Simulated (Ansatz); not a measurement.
Pb (1 atom in the cell), run with Ansatz.

```
crystal:
  lattice:
    - [0.0, 2.5454338117, 2.5454338117]
    - [2.5454338117, 0.0, 2.5454338117]
    - [2.5454338117, 2.5454338117, 0.0]
  atoms:
    - { symbol: Pb, position: [0.0, 0.0, 0.0] }
kpoints:
  mp_grid: { grid: [13, 13, 13] }
scf:
  occupations: { method: fermi_dirac, width: 1.0 }
  max_iter: 50
hamiltonian:
  xc: pbe
  pseudopotentials: { kind: paw }
output:
  forces: true
  stress: true
  eigenvalues: true
  efg: { contact_densities: true }
```

Launched with:
```bash
ansatz run input.yaml --threads 1 --pin off --max-ram 2048MiB --backend cpu --events-out ev --progress --plain --runs-dir out
```

**How does the iteration go?**

Converged, in 6 iterations. The residual falls at every step. The input holds a fault (a smearing of electronvolts). The SCF closed all the same, which doesn't make the results meaningful for the real system.

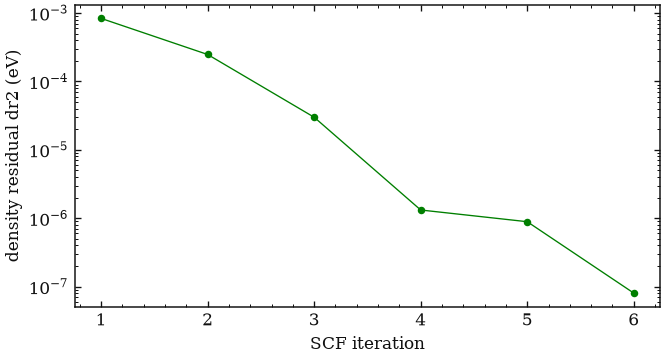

SCF iterations of a calculation: density residual dr2. The starting density is a sum of atomic densities corrected by a trained network, so the first residual is already small.
